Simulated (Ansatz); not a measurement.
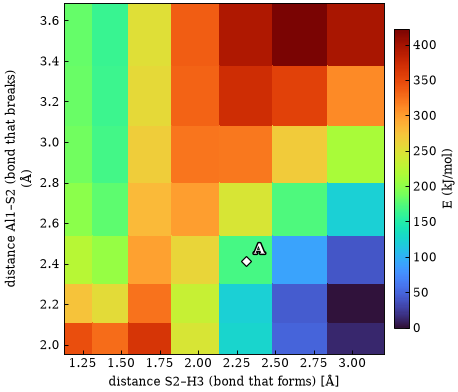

The reacting system AlH₃OS (fragments AlH₃OS where the first distance is long, AlHO + H₂S where the second is long). Coordinates scanned: (1) distance S2–H3 (bond that forms); (2) distance Al1–S2 (bond that breaks). Relaxed at each point: all other coordinates. The scan uses a 7 × 7 grid. Points are written as (first, second). Energies are in kJ/mol, from the lowest grid point. Energies and slopes of some neighbouring points disagree (a jump in structure or state, or too coarse a mesh). The reference is spin-restricted, so regions where a bond is pulled apart into radicals lie too high. The calculation used Ansatz 0.2.0, RKS wB97X-V/def2-SVP.

Drawn: one coloured cell a grid point, the point A.

Q: Which way does the force act at A, and how strong is it?

A: A, at (2.308 Å, 2.414 Å), is not a stationary point. The computed force is 280 kJ/mol for each Å towards larger values of the first coordinate and 280 kJ/mol for each Å towards smaller values of the second coordinate.
